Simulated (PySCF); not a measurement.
SMILES C[SiH2]O, B3LYP/def2-SVP optimised geometry. Atoms within 1.6 Å of the plane z = 0.0 Å (x, y, z in Å): Si1 (-0.79, -0.29, 0.00), C2 (-1.52, -1.16, 1.50), O3 (0.88, -0.29, 0.00), H4 (-1.18, 1.14, 0.00), H5 (-1.32, -0.95, -1.24), H6 (-1.25, -2.23, 1.53), H7 (-2.62, -1.09, 1.49), H9 (1.32, -1.14, -0.13).

Level of theory: B3LYP/def2-TZVP (PySCF). Cells within 0.4 Å of a nucleus heavier than hydrogen are left out (blank, or x).

Map of the electrostatic potential (hartree/e), clipped to [-0.08, 0.12] on the plane z = 0.0 Å:

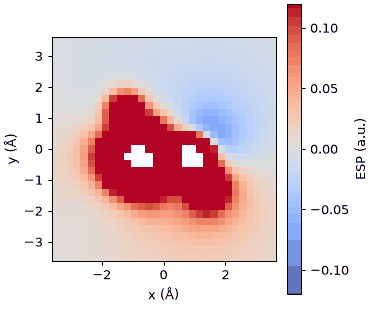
Electrostatic potential (hartree/e), clipped to [-0.08, 0.12] on the plane z = 0.0 Å.
